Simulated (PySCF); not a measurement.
System: C₄H₈BClSi (SMILES B[C@H]1C=C1[SiH2]CCl).

The calculation's input:

```
{"job": {"kind": "uv", "xc": "CAM-B3LYP", "basis": "def2-SVPD", "nstates": 8, "ntriplets": 3}, "charge": 0, "multiplicity": 1}
B     -1.869632     1.185048     0.240993
C     -1.735348    -0.276338    -0.185680
C     -1.429919    -0.655405    -1.626428
C     -0.405357    -0.771879    -0.848891
Si     1.349756    -1.112770    -0.371157
C      2.025041     0.501110     0.404113
Cl     2.137916     1.757673    -0.860186
H     -2.525203     1.470977     1.167523
H     -1.307499     2.016649    -0.360994
H     -2.262165    -1.048788     0.377258
H     -1.903799    -0.734828    -2.572768
H      1.390193    -2.152293     0.664285
H      2.139958    -1.458050    -1.552238
H      3.023096     0.388944     0.820877
H      1.368548     0.897941     1.175724
```

Run with:

```sh
OMP_NUM_THREADS=1 python probes_run.py task.json out
```

Geometry: GFN2-xTB.

All numbers below come from CAM-B3LYP/def2-SVPD, SCF density, gas phase (PySCF 2.14.0).

Q: What will maps of the electron density and electron localisation function show?

A: C–C (1.29 Å): the density is about 2.3 e/Å³ at the midpoint; the ELF peaks at about 0.85 between the atoms: a multiple bond.
C–Si (1.85 Å): the density is about 0.95 e/Å³ at the midpoint; the ELF peaks at about 0.95 between the atoms (a shared electron pair).
C–H (1.06 Å): the density is about 2.1 e/Å³ at the midpoint; the ELF climbs to about 1 towards the hydrogen, as it does in any bond to H; a covalent bond by its length.

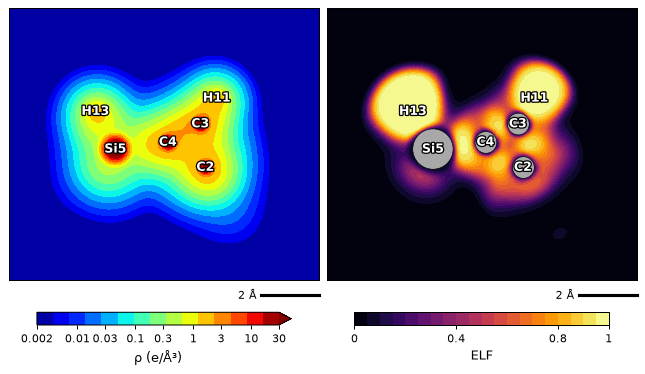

Computed electron density and electron localisation function on the plane of atoms C4, Si5 and H13, in this order. Grey discs cover the atomic cores in the ELF map. 
